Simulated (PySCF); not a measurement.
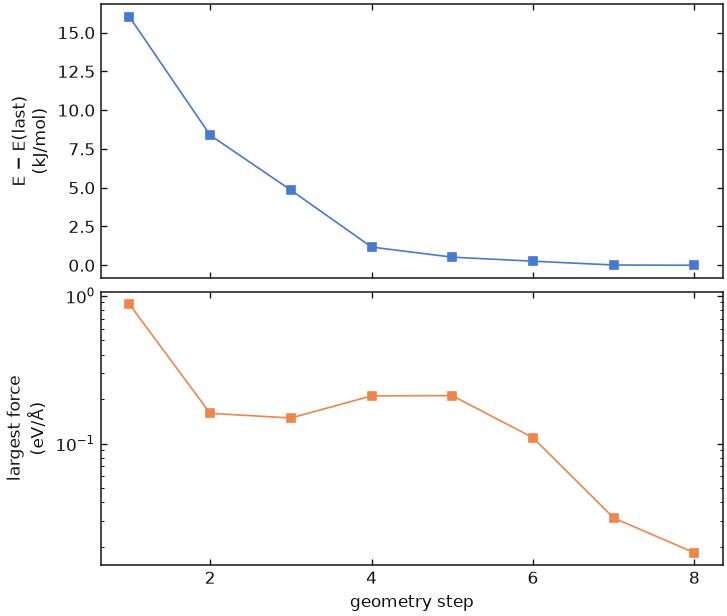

History of a geometry optimisation.

The run: C3H6OS (SMILES C=C[S@@](C)=O), by PySCF, PBE0-D3(BJ)/def2-SVP, geometry optimisation.

Question: How did it end, and what did it gain?

Answer: The optimisation met its thresholds at geometry 8, counting the start as the first. The energy fell by about 16 kJ/mol from the first step to the last. The largest force goes from about 0.88 eV/Å at the start to 0.018 eV/Å at the end.

Question: By which step was nine tenths of the energy gained?

Answer: By step 4 of 8.
